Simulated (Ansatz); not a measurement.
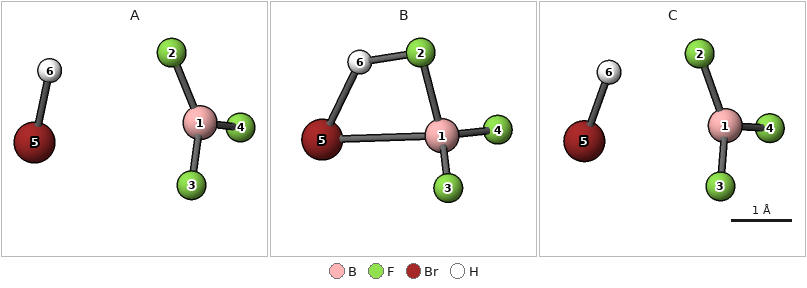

3 geometries from a converged minimum-energy path of BHBrF₃, made up at the start of BF3 and HBr, shuffled. A ball-and-stick model, seen at a tilt.

Method: RKS PBE0/def2-SVP in Ansatz 0.2.0. Settings: 7 movable images; climbing image; force threshold 0.05 eV/Å; iteration limit 60; starting path through a guess of the saddle point.

Question: Which of them lies highest in energy?

Answer: B. In order along the path, whose images run from 0 to 8: A (image 2, +0.7 kcal/mol), C (image 4, +7.7 kcal/mol), B (image 6, +26.1 kcal/mol). Breaking: B1–F2 (1.32 → 1.53 at the top → 2.24 Å), Br5–H6 (1.42 → 1.71 at the top → 2.70 Å). Forming: B1–Br5 (3.24 → 2.19 at the top → 1.93 Å), F2–H6 (2.84 → 1.15 at the top → 0.93 Å).

Limits of the set-up: the start holds two separate molecules, 2.8 Å apart at their closest, whose relative position is a soft coordinate and is computed without a dispersion correction.
